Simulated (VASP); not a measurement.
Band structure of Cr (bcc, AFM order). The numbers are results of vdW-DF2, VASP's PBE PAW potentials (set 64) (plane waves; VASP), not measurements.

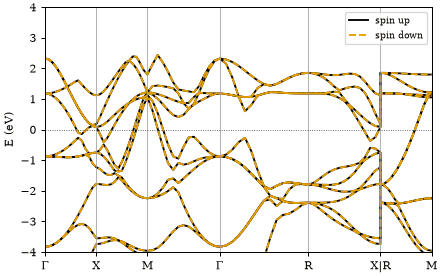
Figure. Bands along high-symmetry lines, zero at the valence-band maximum or, without a gap, the Fermi level

Task: Read the plot: is there a gap, and where are the band edges?

Result: It has no gap at this level: it comes out as a metal or semimetal. (Edges off the drawn lines would not show.)

The compound is Cr in the bcc, AFM order structure. It was relaxed first.
